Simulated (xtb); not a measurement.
Run report: AlH, geometry relaxation (part 2 of 2)

Continued. System: AlH, SMILES [AlH]. Method: GFN1-xTB (xtb 6.7.1 later snapshot). The geometry comes from this level: GFN2-xTB.

Geometry of the input (Å):
```
Al 0.0000  0.0000  0.0000
H  0.0000  0.0000  1.6135
```

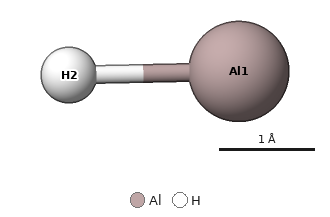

*The geometry at step 2 of the log (ball-and-stick view, seen at a tilt; atoms are numbered from 1 in the order of the input).*

Log, continued:
```
------------------------------------------------------------------------

 ANCopt (total)                0 d,  0 h,  0 min,  0.003 sec
 optimizer setup                ...        0 min,  0.000 sec (  1.358%)
 model hessian                  ...        0 min,  0.000 sec (  0.319%)
 ANC generation                 ...        0 min,  0.000 sec (  0.740%)
 coordinate transformation      ...        0 min,  0.000 sec (  0.648%)
 single point calculation       ...        0 min,  0.002 sec ( 81.835%)
 optimization log               ...        0 min,  0.000 sec (  5.076%)
 hessian update                 ...        0 min,  0.000 sec (  0.407%)
 rational function              ...        0 min,  0.000 sec (  4.360%)

================
 final structure:
================
$coord
        0.00000000000000        0.00000000000000       -0.17957596175216      al
        0.00000000000000        0.00000000000000        3.22859237205216      h
$end

 Bond Distances (Angstroems)
 ---------------------------
Al1-H2=1.8035        H2-Al1=1.8035
 Al H  Rav=1.8035 sigma=0.0000  Rmin=1.8035  Rmax=1.8035     1

 selected bond angles (degree)
 --------------------

 selected dihedral angles (degree)
 ---------------------------------

           -------------------------------------------------
          |                Final Singlepoint                |
           -------------------------------------------------

          ...................................................
          :                      SETUP                      :
          :.................................................:
          :  # basis functions                  12          :
          :  # atomic orbitals                  11          :
          :  # shells                            5          :
          :  # electrons                         4          :
          :  # halogen bonds                     0          :
          :  max. iterations                   250          :
          :  Hamiltonian                  GFN1-xTB          :
          :  restarted?                      false          :
          :  GBSA solvation                  false          :
          :  PC potential                    false          :
          :  electronic temp.          300.0000000     K    :
          :  accuracy                    1.0000000          :
          :  -> integral cutoff          0.2500000E+02      :
          :  -> integral neglect         0.1000000E-07      :
          :  -> SCF convergence          0.1000000E-05 Eh   :
          :  -> wf. convergence          0.2000000E-04 e    :
          :  Broyden damping             0.4000000          :
          :  net charge                          0          :
          :  unpaired electrons                  0          :
          ...................................................

 iter      E             dE          RMSdq      gap      omega  full diag
   1     -1.7903185 -0.179032E+01  0.166E-13    6.32       0.0  T
   2     -1.7903185  0.133227E-14  0.532E-14    6.32  100000.0  T
   3     -1.7903185  0.133227E-14  0.223E-14    6.32  100000.0  T

   *** convergence criteria satisfied after 3 iterations ***

         #    Occupation            Energy/Eh            Energy/eV
      -------------------------------------------------------------
         1        2.0000           -0.4977065             -13.5433
         2        2.0000           -0.3763398             -10.2407 (HOMO)
         3                         -0.1440940              -3.9210 (LUMO)
         4                         -0.1440940              -3.9210
         5                         -0.0991756              -2.6987
         6                         -0.0812558              -2.2111
         7                         -0.0812558              -2.2111
       ...                                ...                  ...
        11                          0.5040369              13.7155
      -------------------------------------------------------------
                  HL-Gap            0.2322458 Eh            6.3197 eV
             Fermi-level           -0.2602169 Eh           -7.0809 eV

 SCC (total)                   0 d,  0 h,  0 min,  0.000 sec
 SCC setup                      ...        0 min,  0.000 sec (  7.077%)
 Dispersion                     ...        0 min,  0.000 sec (  1.610%)
 classical contributions        ...        0 min,  0.000 sec (  0.717%)
 integral evaluation            ...        0 min,  0.000 sec ( 40.025%)
 iterations                     ...        0 min,  0.000 sec ( 20.067%)
 molecular gradient             ...        0 min,  0.000 sec ( 21.998%)
 printout                       ...        0 min,  0.000 sec (  6.250%)

         :::::::::::::::::::::::::::::::::::::::::::::::::::::
         ::                     SUMMARY                     ::
         :::::::::::::::::::::::::::::::::::::::::::::::::::::
         :: total energy              -1.789844448972 Eh    ::
         :: gradient norm              0.000070873525 Eh/a0 ::
         :: HOMO-LUMO gap              6.319730269113 eV    ::
         ::.................................................::
         :: SCC energy                -1.790318452877 Eh    ::
         :: -> electrostatic           0.014159781068 Eh    ::
         :: repulsion energy           0.000647812451 Eh    ::
         :: dispersion energy         -0.000173808547 Eh    ::
         :: halogen bond corr.         0.000000000000 Eh    ::
         :: add. restraining           0.000000000000 Eh    ::
         :: total charge               0.000000000000 e     ::
         :::::::::::::::::::::::::::::::::::::::::::::::::::::

           -------------------------------------------------
          |                Numerical Hessian                |
           -------------------------------------------------
step length          :   0.00500
SCC accuracy         :   0.30000
Hessian scale factor :   1.00000
frozen atoms in %    :   0.00000    0
RMS gradient         :   0.00007

writing file <hessian>, containing the non-mass-weighted Hessian matrix in atomic units (Eₕ/Bohr²).

 vibrational frequencies (cm⁻¹)
eigval :        0.00     0.00     0.00     0.00     0.00  1432.88
           -------------------------------------------------
          |                Property Printout                |
           -------------------------------------------------

    * Orbital Energies and Occupations

         #    Occupation            Energy/Eh            Energy/eV
      -------------------------------------------------------------
         1        2.0000           -0.4977065             -13.5433
         2        2.0000           -0.3763398             -10.2407 (HOMO)
         3                         -0.1440940              -3.9210 (LUMO)
         4                         -0.1440940              -3.9210
         5                         -0.0991756              -2.6987
         6                         -0.0812558              -2.2111
         7                         -0.0812558              -2.2111
         8                         -0.0812558              -2.2111
         9                         -0.0812558              -2.2111
        10                          0.0090065               0.2451
        11                          0.5040369              13.7155
      -------------------------------------------------------------
                  HL-Gap            0.2322458 Eh            6.3197 eV
             Fermi-level           -0.2602169 Eh           -7.0809 eV

  Mulliken/CM5 charges         n(s)   n(p)   n(d)
     1      0.30643  0.26362   1.971  0.612  0.110
     2     -0.30643 -0.26362   1.306  0.000  0.000

Wiberg/Mayer (AO) data.
largest (>0.10) Wiberg bond orders for each atom

 ---------------------------------------------------------------------------
     #   Z sym  total        # sym  WBO       # sym  WBO       # sym  WBO
 ---------------------------------------------------------------------------
     1  13      0.904 --     2      0.904
     2   1      0.904 --     1      0.904
 ---------------------------------------------------------------------------

Topologies differ in total number of bonds
Writing topology from bond orders to xtbtopo.mol

 dipole moment from electron density (au)
     X       Y       Z
  -0.0000  -0.0000  -1.4833  total (Debye):    3.770

           -------------------------------------------------
          |                Geometry Summary                 |
           -------------------------------------------------

      molecular mass/u    :       27.9894793
   center of mass at/Å    :       -0.0000001      -0.0000001      -0.0300800
  moments of inertia/u·Å² :        0.2218219E-25   0.3160467E+01   0.3160467E+01
rotational constants/cm⁻¹ :        0.7599626E+27   0.5333905E+01   0.5333905E+01

           -------------------------------------------------
          |               Frequency Printout                |
           -------------------------------------------------
 vibrational frequencies (cm⁻¹)
eigval :        0.00     0.00     0.00     0.00     0.00  1432.88
 reduced masses (amu)
    1:     13.99    2:     13.99    3:     13.99    4:      1.04    5:      1.04    6:      1.04
Molecule has the following symmetry elements: (Cinf) (sigma)
It seems to be the Cinfv point group
 IR intensities (km·mol⁻¹)
    1:      0.00    2:      0.00    3:      0.00    4:    190.05    5:    190.05    6:   1506.25
 Raman intensities (Ä⁴*amu⁻¹)
    1:      0.00    2:      0.00    3:      0.00    4:      0.00    5:      0.00    6:      0.00
 output can be read by thermo (or use thermo option).
 writing <g98.out> molden fake output.
 recommended (thermochemical) frequency scaling factor: 1.0
           -------------------------------------------------
          |             Thermodynamic Functions             |
           -------------------------------------------------

cin symmetry found (for desy threshold:  0.10E+00) used in thermo

          ...................................................
          :                      SETUP                      :
          :.................................................:
          :  # frequencies                           1      :
          :  # imaginary freq.                       0      :
          :  linear?                              true      :
          :  only rotor calc.                    false      :
          :  symmetry                              cin      :
          :  rotational number                       1      :
          :  scaling factor                  1.0000000      :
          :  rotor cutoff                   50.0000000 cm⁻¹ :
          :  imag. cutoff                  -20.0000000 cm⁻¹ :
          :.................................................:

    mode    ω/cm⁻¹     T·S(HO)/kcal·mol⁻¹    T·S(FR)/kcal·mol⁻¹   T·S(vib)
   ------------------------------------------------------------------------
   ------------------------------------------------------------------------

   temp. (K)  partition function   enthalpy   heat capacity  entropy
                                   cal/mol     cal/K/mol   cal/K/mol   J/K/mol
 298.15  VIB   1.00                    4.073      0.095      0.016
         ROT   38.9                  592.485      1.987      9.260
         INT   38.9                  596.558      2.082      9.275
         TR   0.453E+25             1481.212      4.968     35.922
         TOT                        2077.7701     7.0498    45.1979   189.1079

       T/K    H(0)-H(T)+PV         H(T)/Eh          T*S/Eh         G(T)/Eh
   ------------------------------------------------------------------------
    298.15    0.331114E-02    0.657548E-02    0.214750E-01   -0.148995E-01
   ------------------------------------------------------------------------

         :::::::::::::::::::::::::::::::::::::::::::::::::::::
         ::                  THERMODYNAMIC                  ::
         :::::::::::::::::::::::::::::::::::::::::::::::::::::
         :: total free energy          -1.804743930761 Eh   ::
         ::.................................................::
         :: total energy               -1.789844448972 Eh   ::
         :: zero point energy           0.003264343868 Eh   ::
         :: G(RRHO) w/o ZPVE           -0.018163825657 Eh   ::
         :: G(RRHO) contrib.           -0.014899481788 Eh   ::
         :::::::::::::::::::::::::::::::::::::::::::::::::::::

optimized geometry written to: xtbopt.coord

           -------------------------------------------------
          | TOTAL ENERGY               -1.789844448972 Eh   |
          | TOTAL ENTHALPY             -1.783268967691 Eh   |
          | TOTAL FREE ENERGY          -1.804743930761 Eh   |
          | GRADIENT NORM               0.000070873525 Eh/α |
          | HOMO-LUMO GAP               6.319730269113 eV   |
           -------------------------------------------------

------------------------------------------------------------------------
------------------------------------------------------------------------
 total:
 *  cpu-time:     0 d,  0 h,  0 min,  0.015 sec
 * ratio c/w:     1.000 speedup
 SCF:
 *  cpu-time:     0 d,  0 h,  0 min,  0.001 sec
 * ratio c/w:     1.000 speedup
 ANC optimizer:
 *  cpu-time:     0 d,  0 h,  0 min,  0.004 sec
 * ratio c/w:     1.000 speedup
 analytical hessian:
 *  cpu-time:     0 d,  0 h,  0 min,  0.006 sec
 * ratio c/w:     1.000 speedup
```

Standard error:
```
normal termination of xtb
```

Trajectory as extended XYZ (Å, eV, eV/Å), 5 frames, from step=0 to step=4:
```
2
Properties=species:S:1:pos:R:3 step=0 energy=-48.54664
Al    0.0000    0.0000    0.0000
H     0.0000    0.0000    1.6135
2
Properties=species:S:1:pos:R:3 step=1 energy=-48.69476
Al    0.0000    0.0000   -0.0702
H     0.0000    0.0000    1.6837
2
Properties=species:S:1:pos:R:3 step=2 energy=-48.70371
Al    0.0000    0.0000   -0.0894
H     0.0000    0.0000    1.7029
2
Properties=species:S:1:pos:R:3 step=3 energy=-48.70415
Al    0.0000    0.0000   -0.0945
H     0.0000    0.0000    1.7080
2
Properties=species:S:1:pos:R:3 step=4 energy=-48.70415
Al    0.0000    0.0000   -0.0950
H     0.0000    0.0000    1.7085
```

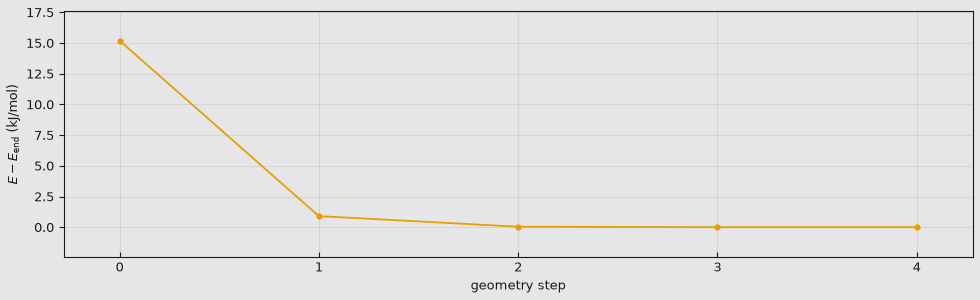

*Progress of the relaxation, step by step (steps are counted from 0).*

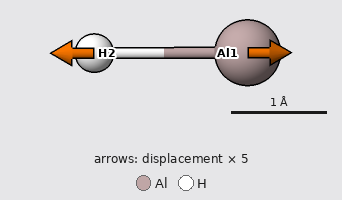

*The starting structure with the displacements as orange arrows, magnified 5 times (ball-and-stick view, seen at a tilt). The two geometries are laid on each other by the best rigid fit.*

The largest moves after the best rigid fit, 0.095 Å, are those of Al1 and H2. By element the largest moves are Al 0.095 Å, H 0.095 Å. Distances before and after: Al1–H2 1.613 → 1.804 Å. After 4 geometry steps the energy has fallen by 15.2 kJ/mol. (Atoms are counted from 1 in the order of the input.)

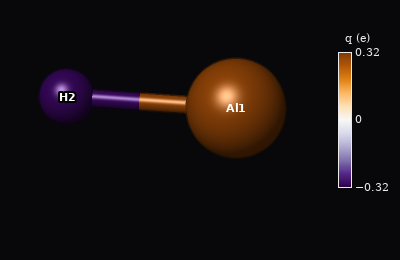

*Mulliken charges, as the colour of each atom (ball-and-stick view, seen at a tilt; atoms are numbered from 1 in the order of the input).*

By element: Al +0.31 and H −0.31 e.

Results in brief:

| quantity | value |
| --- | --- |
| outcome | converged |
| electrons treated | 4 |
| total energy | −1.789844 hartree |
| dispersion energy | −0.000174 hartree |
| basis functions | 12 |
| HOMO | −10.24 eV |
| LUMO | −3.92 eV |
| zero-point energy | 0.003264 hartree |
| dipole moment | 3.77 D |
| wavenumbers, lowest and highest | 1433 cm⁻¹ |
| peak memory | 0.072 GiB |
